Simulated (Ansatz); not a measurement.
# Geometry relaxation of C2H10BN (part 1 of 2)

C2H10BN, computed with RKS B3LYP/6-31G* (Ansatz 0.2.0).

The input holds or restrains some coordinates. It belongs to a series of runs on one base structure; here: pulled along the bonds that form and break, towards end A. Figures and captions count atoms from 1; the log counts them from 0 in places.

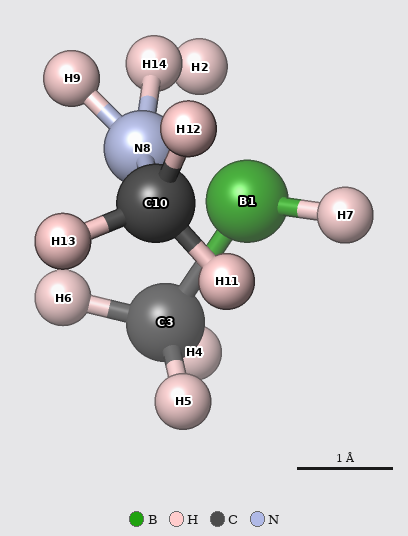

*The starting structure (ball-and-stick view, seen at an oblique angle; atoms are numbered from 1 in the order of the input).*

Bond lengths as drawn: B–C 1.60 Å, B–H 1.19 Å, C–H 1.11 Å, C–N 1.47 Å and H–N 1.06 to 1.30 Å.

## Key numbers

```tsv
quantity	value
outcome	converged under the restraints of the input
total energy	−4402.9631 eV
mean-field energy	−4402.9631 eV
largest force (length of the vector) at the end, held atoms and coordinates included	1.028 eV/Å
hardware	1 thread of Arm Neoverse V1, 24 GiB of memory available, shared host
wall time	58 s
peak memory	0.16 GiB
```

## Input
```yaml
crystal:
  periodic: [false, false, false]
  atoms:
    - { symbol: B, position_ang: [0.0, 0.0, 0.0] }
    - { symbol: H, position_ang: [0.0, 0.0, 1.54] }
    - { symbol: C, position_ang: [1.3856, 0.0, -0.8] }
    - { symbol: H, position_ang: [1.7152, -1.0462, -0.9702] }
    - { symbol: H, position_ang: [1.2491, 0.508, -1.7774] }
    - { symbol: H, position_ang: [2.1552, 0.5381, -0.2082] }
    - { symbol: H, position_ang: [-1.0305, 0.0, -0.595] }
    - { symbol: "N", position_ang: [0.0829, 1.7537, 0.5833] }
    - { symbol: H, position_ang: [0.4765, 1.9752, 1.5423] }
    - { symbol: C, position_ang: [-0.397, 2.8399, -0.283] }
    - { symbol: H, position_ang: [-0.6674, 2.4284, -1.2779] }
    - { symbol: H, position_ang: [-1.2899, 3.3132, 0.1762] }
    - { symbol: H, position_ang: [0.4035, 3.5996, -0.4026] }
    - { symbol: H, position_ang: [0.0424, 0.8968, 1.5631] }
basis:
  gaussian: { orbitals: "6-31G*" }
hamiltonian:
  xc: b3lyp
relax:
  f_tol: 0.15
  max_steps: 25
  restrain:
    - { distance: [0, 7], at: 2.75, k: 30.0 }
    - { distance: [13, 1], at: 1.86, k: 30.0 }
    - { distance: [0, 1], at: 1.19, k: 30.0 }
    - { distance: [13, 7], at: 1.06, k: 30.0 }
output:
  orbitals: {}
```

Launch command:
```bash
ansatz run input.yaml --threads 1 --pin off --max-ram 2048MiB --backend cpu --events-out ev --progress --plain --runs-dir out
```

## Output
```
The last accepted step is kept in [file] (removed where the run ends without a failure and the disk answers)
Engine: ansatz 0.2.0, aarch64-unknown-linux-gnu
Functional definition: B3LYP
  parameter a0 = 0.2
  parameter ax = 0.72
  parameter ac = 0.81
  exchange = (1 - a0 - ax)*slater_x + ax*b88_x + a0*exact_x
  correlation = (1 - ac)*vwn_rpa_c + ac*lyp_c
999 factors; integrals over basis functions are off by at most 6.7e-4 eV
mean field evaluation 1: about -4389.5189 eV, gradient 6.4e1 eV
mean field evaluation 2: about -4363.8825 eV, gradient 1.1e2 eV
mean field evaluation 4: about -4398.6752 eV, gradient 5.2e0 eV
mean field evaluation 8: about -4398.7588 eV, gradient 4.7e-1 eV
mean field evaluation 16: about -4398.7594 eV, gradient 3.1e-5 eV
mean field -4398.75942278 eV, -161.6514272010 hartree, gradient 3.1e-5 eV, S^2 0.000000; 0 other end points of the search recorded, 0 dependent functions left out
the calculation of the forces begins
reference -4398.75963656 eV, -161.6514350573 hartree; 17, 17 occupied and 63, 63 virtual orbitals, 999 factors
relax step   1: F+E_penalty+E_count = -4398.75942278 eV  Δ(F+E_penalty+E_count) = +0.000e0 eV  max|allowed force component| = 4.660e0 eV/Å  E_restraint = 28.74623267 eV  max|allowed force component, restraints' pulls added| = 3.213e1 eV/Å  Δτ_max = 0.0000 Å  (26 SCF iters, accepted)
  distance B 0 - N 7 = 1.8500 Å
  distance H 13 - H 1 = 0.8981 Å
  distance B 0 - H 1 = 1.5400 Å
  distance H 13 - N 7 = 1.3023 Å
these checks for a lower state are left out or cut short: starts, cluster_reference, orbital_swaps, neighbouring_geometries, increment
999 factors; integrals over basis functions are off by at most 7.2e-4 eV
mean field -4398.73269293 eV, -161.6504448970 hartree, gradient 5.7e-5 eV, S^2 0.000000; 0 other end points of the search recorded, 0 dependent functions left out
[... from here on the field's lines of each further geometry are left out, up to the last ...]
relax step   2: F+E_penalty+E_count = -4398.73269293 eV  Δ(F+E_penalty+E_count) = +2.673e-2 eV  max|allowed force component| = 3.889e0 eV/Å  E_restraint = 14.06031063 eV  max|allowed force component, restraints' pulls added| = 2.118e1 eV/Å  Δτ_max = 0.1948 Å  (29 SCF iters, accepted)
relax step   3: F+E_penalty+E_count = -4399.35840081 eV  Δ(F+E_penalty+E_count) = -6.257e-1 eV  max|allowed force component| = 5.142e0 eV/Å  E_restraint = 4.23035948 eV  max|allowed force component, restraints' pulls added| = 1.033e1 eV/Å  Δτ_max = 0.1948 Å  (29 SCF iters, accepted)
relax step   4: F+E_penalty+E_count = -4400.83120492 eV  Δ(F+E_penalty+E_count) = -1.473e0 eV  max|allowed force component| = 3.907e0 eV/Å  E_restraint = 0.47088400 eV  max|allowed force component, restraints' pulls added| = 3.547e0 eV/Å  Δτ_max = 0.1948 Å  (27 SCF iters, accepted)
relax step   5: F+E_penalty+E_count = -4402.11150985 eV  Δ(F+E_penalty+E_count) = -1.280e0 eV  max|allowed force component| = 4.100e0 eV/Å  E_restraint = 0.07826775 eV  max|allowed force component, restraints' pulls added| = 2.977e0 eV/Å  Δτ_max = 0.1949 Å  (27 SCF iters, accepted)
relax step   6: F+E_penalty+E_count = -4402.51170196 eV  Δ(F+E_penalty+E_count) = -4.002e-1 eV  max|allowed force component| = 2.552e0 eV/Å  E_restraint = 0.04526135 eV  max|allowed force component, restraints' pulls added| = 1.389e0 eV/Å  Δτ_max = 0.2000 Å  (26 SCF iters, accepted)
relax step   7: F+E_penalty+E_count = -4402.62907892 eV  Δ(F+E_penalty+E_count) = -1.174e-1 eV  max|allowed force component| = 1.482e0 eV/Å  E_restraint = 0.02279993 eV  max|allowed force component, restraints' pulls added| = 4.774e-1 eV/Å  Δτ_max = 0.1996 Å  (25 SCF iters, accepted)
relax step   8: F+E_penalty+E_count = -4402.70141002 eV  Δ(F+E_penalty+E_count) = -7.233e-2 eV  max|allowed force component| = 1.358e0 eV/Å  E_restraint = 0.02774594 eV  max|allowed force component, restraints' pulls added| = 8.073e-1 eV/Å  Δτ_max = 0.1923 Å  (25 SCF iters, accepted)
relax step   9: F+E_penalty+E_count = -4402.80255419 eV  Δ(F+E_penalty+E_count) = -1.011e-1 eV  max|allowed force component| = 1.420e0 eV/Å  E_restraint = 0.02616019 eV  max|allowed force component, restraints' pulls added| = 3.647e-1 eV/Å  Δτ_max = 0.1960 Å  (26 SCF iters, accepted)
relax step  10: F+E_penalty+E_count = -4402.87814957 eV  Δ(F+E_penalty+E_count) = -7.560e-2 eV  max|allowed force component| = 9.326e-1 eV/Å  E_restraint = 0.02810494 eV  max|allowed force component, restraints' pulls added| = 1.176e0 eV/Å  Δτ_max = 0.1983 Å  (26 SCF iters, accepted)
relax step  11: F+E_penalty+E_count = -4402.92119350 eV  Δ(F+E_penalty+E_count) = -4.304e-2 eV  max|allowed force component| = 9.220e-1 eV/Å  E_restraint = 0.01727821 eV  max|allowed force component, restraints' pulls added| = 4.878e-1 eV/Å  Δτ_max = 0.2000 Å  (25 SCF iters, accepted)
relax step  12: F+E_penalty+E_count = -4402.95025934 eV  Δ(F+E_penalty+E_count) = -2.907e-2 eV  max|allowed force component| = 9.225e-1 eV/Å  E_restraint = 0.01605564 eV  max|allowed force component, restraints' pulls added| = 1.488e-1 eV/Å  Δτ_max = 0.2000 Å  (25 SCF iters, accepted)
relax step  13: F+E_penalty+E_count = -4402.94711970 eV  Δ(F+E_penalty+E_count) = +3.140e-3 eV  max|allowed force component| = 1.076e0 eV/Å  E_restraint = 0.01806118 eV  max|allowed force component, restraints' pulls added| = 5.423e-1 eV/Å  Δτ_max = 0.1978 Å  (25 SCF iters, rejected (line search))
relax step  14: F+E_penalty+E_count = -4402.95807269 eV  Δ(F+E_penalty+E_count) = -7.813e-3 eV  max|allowed force component| = 9.133e-1 eV/Å  E_restraint = 0.01389358 eV  max|allowed force component, restraints' pulls added| = 5.359e-2 eV/Å  Δτ_max = 0.0964 Å  (22 SCF iters, accepted)
the calculation of the forces begins
reference -4402.96306737 eV, -161.8059082903 hartree; 17, 17 occupied and 63, 63 virtual orbitals, 999 factors
relax step  15: F+E_penalty+E_count = -4402.96283964 eV  Δ(F+E_penalty+E_count) = -4.767e-3 eV  max|allowed force component| = 9.231e-1 eV/Å  E_restraint = 0.01401377 eV  max|allowed force component, restraints' pulls added| = 7.848e-2 eV/Å  Δτ_max = 0.0975 Å  (23 SCF iters, accepted)
```

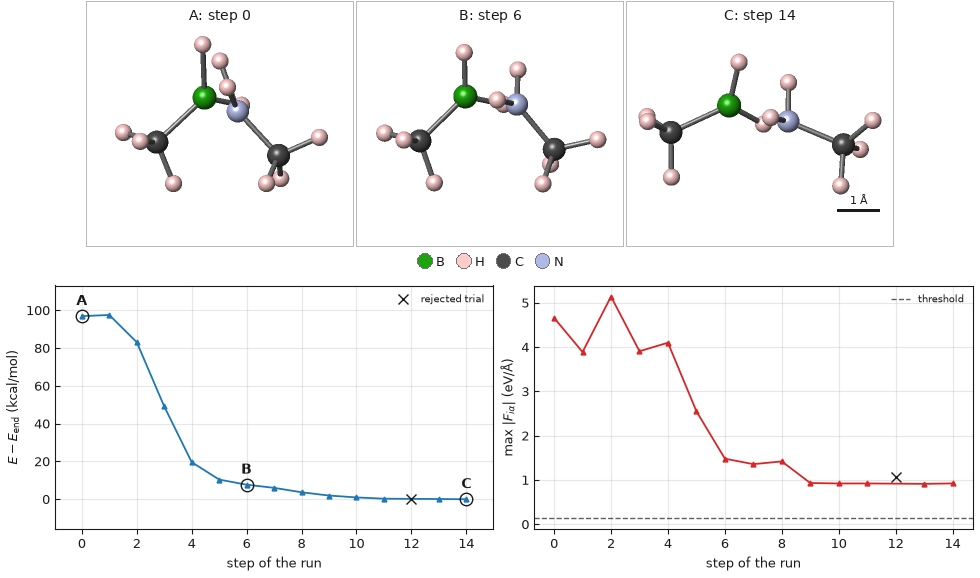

*Frames of the restrained relaxation (ball-and-stick view, seen at a tilt) above the curves, on which the letters mark them (the first geometry is step 0 here and step 1 in the log).*

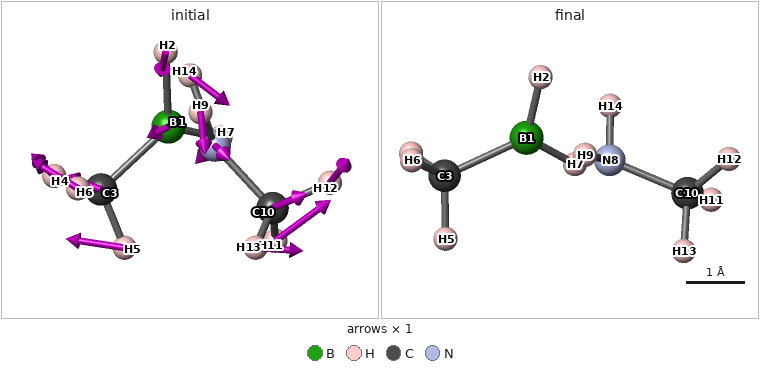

*Before (left) and after (right) the restrained relaxation, at one scale (ball-and-stick view, seen at a tilt). The pink arrows give the displacements, at true length.*

The energy falls by 96.9 kcal/mol in 14 geometry steps. The largest force component goes from 4.7 to 0.92 eV/Å. The line search rejected the trial step at point 12 (counted from 0) and went back. H11 moves most after the best rigid fit: 1.24 Å. Largest moves by element: H 1.24 Å, C 0.76 Å, N 0.54 Å, B 0.50 Å. Among the contacts that change: B1–H2 1.540 → 1.196 Å, N8–H14 1.302 → 1.038 Å, N8–H9 1.060 → 1.020 Å, B1–C3 1.600 → 1.569 Å. New bonds form: B1–H2 (1.54 → 1.20 Å). Among the angles that change: H9–N8–H14 57.9° → 106.8°, C10–N8–H14 156.9° → 112.0°, H9–N8–C10 120.0° → 111.6°. (Atoms are counted from 1 in the order of the input.)

```
  distance B 0 - N 7 = 2.7374 Å
  distance H 13 - H 1 = 1.8761 Å
  distance B 0 - H 1 = 1.1960 Å
  distance H 13 - N 7 = 1.0381 Å
999 factors; integrals over basis functions are off by at most 4.7e-4 eV
mean field -4402.96283964 eV, -161.8058999215 hartree, gradient 4.6e-5 eV, S^2 0.000000; 1 other end points of the search recorded, 0 dependent functions left out
the calculation of the forces begins
reference -4402.96306737 eV, -161.8059082903 hartree; 17, 17 occupied and 63, 63 virtual orbitals, 999 factors
Total energy: -4402.96306737 eV, -161.8059082903 hartree
Atom 0 at     0.260491    -0.291966    -0.299590 Å, force     0.104593     0.376720    -0.042872 eV/Å
Atom 1 at    -0.041352    -0.275700     0.857578 Å, force     0.002451    -0.405831     0.088736 eV/Å
Atom 2 at     1.715095    -0.654518    -0.761822 Å, force    -0.031841     0.007527     0.010864 eV/Å
Atom 3 at     1.730415    -1.751943    -0.896549 Å, force     0.004409     0.025169    -0.007156 eV/Å
Atom 4 at     1.982810    -0.224982    -1.735265 Å, force    -0.003007    -0.024120     0.042046 eV/Å
Atom 5 at     2.501447    -0.421013    -0.034076 Å, force    -0.040824    -0.003198    -0.022904 eV/Å
Atom 6 at    -0.627685    -0.172581    -1.096604 Å, force     0.002418    -0.007037     0.000945 eV/Å
Atom 7 at     0.121177     2.290500     0.597397 Å, force    -0.301132    -0.865944     0.297219 eV/Å
Atom 8 at     0.850008     2.687425     1.189560 Å, force    -0.064625    -0.011101    -0.056884 eV/Å
Atom 9 at    -0.819613     3.315153     0.140634 Å, force    -0.022303     0.009555    -0.008921 eV/Å
Atom 10 at    -1.565541     2.850352    -0.516504 Å, force     0.068398     0.029893     0.073864 eV/Å
Atom 11 at    -1.357040     3.846333     0.947001 Å, force     0.044996    -0.023708    -0.066341 eV/Å
Atom 12 at    -0.275349     4.058521    -0.455104 Å, force    -0.050863    -0.031057     0.041584 eV/Å
Atom 13 at    -0.349263     1.551121     1.153943 Å, force     0.287330     0.923133    -0.350180 eV/Å
Dipole moment:    -0.008554     0.246097     0.236157 e Å
```

## Trajectory as extended XYZ (Å, eV, eV/Å), 15 frames, from step=1 to step=15
```
14
Properties=species:S:1:pos:R:3:forces:R:3 step=1 energy=-4398.75942
B     0.0000    0.0000    0.0000    1.8431   4.6600   1.0017
H     0.0000    0.0000    1.5400    0.1486  -2.6084  -0.3256
C     1.3856    0.0000   -0.8000    0.1699  -1.5590   0.8779
H     1.7152   -1.0462   -0.9702    0.2981   0.3814  -0.3693
H     1.2491    0.5080   -1.7774   -0.0649  -0.2264   0.4183
H     2.1552    0.5381   -0.2082   -0.2752  -0.4138  -0.4743
H    -1.0305    0.0000   -0.5950   -0.5666  -0.8241   0.9119
N     0.0829    1.7537    0.5833    0.3623  -0.0918  -0.4436
H     0.4765    1.9752    1.5423    0.8140   1.7412  -1.7424
C    -0.3970    2.8399   -0.2830   -0.1409   0.3147   1.3749
H    -0.6674    2.4284   -1.2779    0.1717   0.0327   0.6095
H    -1.2899    3.3132    0.1762    0.1572   0.1865  -0.5515
H     0.4035    3.5996   -0.4026   -0.4363  -0.1208  -0.1505
H     0.0424    0.8968    1.5631   -2.4810  -1.4722  -1.1372
14
Properties=species:S:1:pos:R:3:forces:R:3 step=2 energy=-4398.73269
B     0.0070   -0.1161    0.0218    1.1846   3.2195   1.7439
H    -0.0056   -0.1780    1.4610    0.0778  -1.5442  -1.8590
C     1.3853   -0.0145   -0.7927   -0.1761  -0.8476   0.4895
H     1.7214   -1.0460   -0.9755    0.4539   0.0851  -0.3672
H     1.2471    0.5043   -1.7703   -0.0367  -0.3645   0.5495
H     2.1525    0.5335   -0.2115   -0.2499  -0.4570  -0.3181
H    -1.0326   -0.0112   -0.5828   -0.1270  -0.6222   0.7720
N     0.0889    1.8665    0.6379    1.3565  -3.8296   1.3373
H     0.4955    2.0118    1.5491    2.3147   3.8895  -0.1895
C    -0.4010    2.8585   -0.2760   -0.9268   0.7177   1.1301
H    -0.6645    2.4274   -1.2689    0.2517  -0.0558   0.7887
H    -1.2925    3.3193    0.1714   -0.1631   0.5781  -0.6282
H     0.4001    3.6033   -0.4053   -0.3441   0.0734  -0.1656
H     0.0239    1.0480    1.5322   -3.6155  -0.8424  -3.2835
14
Properties=species:S:1:pos:R:3:forces:R:3 step=3 energy=-4399.35840
B     0.0103   -0.2722    0.0485    0.6108   3.2191   0.6150
H     0.0000   -0.3388    1.3512    0.0100  -1.3709  -1.7489
C     1.3791   -0.0242   -0.7867   -0.4785  -0.8190   0.4178
H     1.7285   -1.0454   -0.9805    0.6437  -0.0895  -0.4374
H     1.2459    0.4992   -1.7633   -0.1506  -0.4272   0.6044
H     2.1484    0.5270   -0.2139   -0.2996  -0.4789  -0.1460
H    -1.0287   -0.0175   -0.5731    0.3387  -0.9377   0.7574
N     0.1116    1.9610    0.7133    0.9091  -4.3839   0.9957
H     0.5439    2.0822    1.5666    3.7596   5.1418   1.3158
C    -0.4114    2.8677   -0.2594   -0.5401   0.5272   0.8518
H    -0.6603    2.4245   -1.2552    0.3029  -0.1897   0.9382
H    -1.2991    3.3309    0.1633   -0.4814   0.7438  -0.5284
H     0.3936    3.6036   -0.4067   -0.4326   0.1393  -0.1722
H    -0.0362    1.2090    1.4866   -4.1919  -1.0745  -3.4634
```
